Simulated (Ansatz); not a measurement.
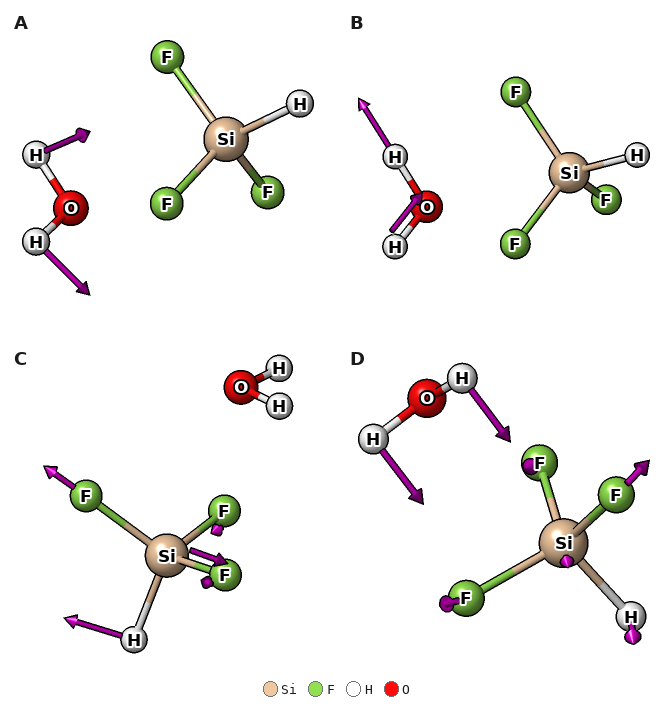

4 normal modes of one molecule or complex, as arrows. Harmonic vibrations computed with RKS PBE0-D4/def2-TZVP (Ansatz 0.2.0) at a stationary point of the same level.

**Match the panels to the wavenumbers 301 cm⁻¹, 1012 cm⁻¹, 1625 cm⁻¹, 3953 cm⁻¹.**

A: 1625 cm⁻¹, H–O–H bending
B: 3953 cm⁻¹, out-of-phase stretching of 2 O–H bonds
C: 1012 cm⁻¹
D: 301 cm⁻¹, F–Si–F bending
